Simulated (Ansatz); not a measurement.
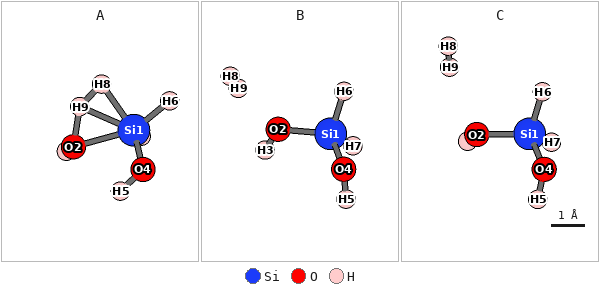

3 geometries from a converged minimum-energy path of SiH$_{6}$O$_{2}$, made up of SiH4O2 and H₂, shuffled. Style: ball-and-stick. Shown from a free direction.

All numbers below come from RKS PBE-D4/def2-TZVP (Ansatz). Run with 7 movable images; climbing image; force threshold 0.03 eV/Å; iteration limit 60; starting path through a guess of the saddle point.

### Which frame is the transition state?

A. In order along the path, whose images run from 0 to 8: B (image 1, 0.00 eV), C (image 2, +0.01 eV), A (image 5, +2.10 eV). Breaking: H8–H9 (0.75 → 1.00 at the top → 3.73 Å), Si1–O2 (1.66 → 1.95 at the top → 3.72 Å). Forming: O2–H9 (2.58 → 1.28 at the top → 0.97 Å), Si1–H8 (4.66 → 1.77 at the top → 1.50 Å).

Limits of the set-up: the start holds two separate molecules, 2.6 Å apart at their closest, whose relative position is a soft coordinate.

The run took 2.6 min on 4 threads of Arm Neoverse V1 (shared host), peak memory 0.22 GiB.
